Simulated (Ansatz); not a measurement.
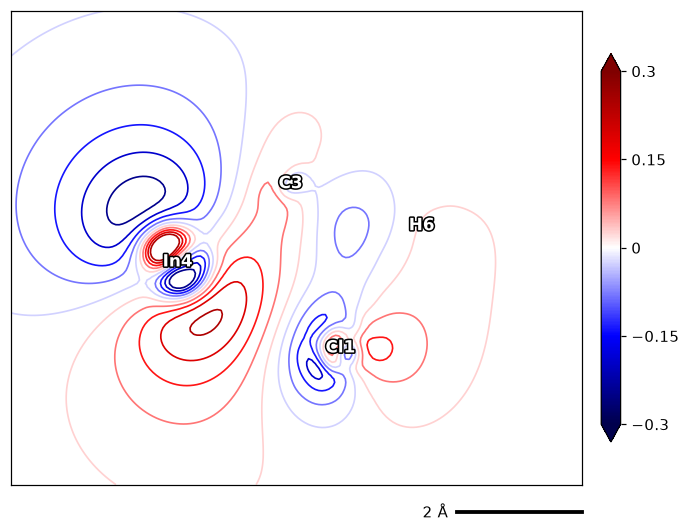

C2H6ClIn. The LUMO on the plane of atoms Cl1, In4 and C3 (values in Å⁻³ᐟ²; the overall sign is arbitrary).

Geometry: PBE0-D4/def2-TZVP; core potentials replace the inner electrons of In.

These are results of RKS PBE0-D4/def2-TZVPP in Ansatz, not measurements.

```xyz
10

Cl   -1.5254    0.2660   -1.2998
C    -0.8039   -0.9958   -0.1862
C     0.6112   -0.6258    0.1603
In    0.6119    1.5647    0.2386
H    -1.4615   -0.9962    0.6815
H    -0.9260   -1.9317   -0.7319
H     0.8947   -1.0890    1.1083
H     1.3065   -0.9615   -0.6103
H    -0.3009    2.3122    1.5007
H     1.5934    2.4571   -0.8613
```

> Where does this orbital lie, and at what energy?

By Hirshfeld shares it lies mainly on In4 (about 75 %) and Cl1 (about 10 %). Its energy is −1.08 eV.
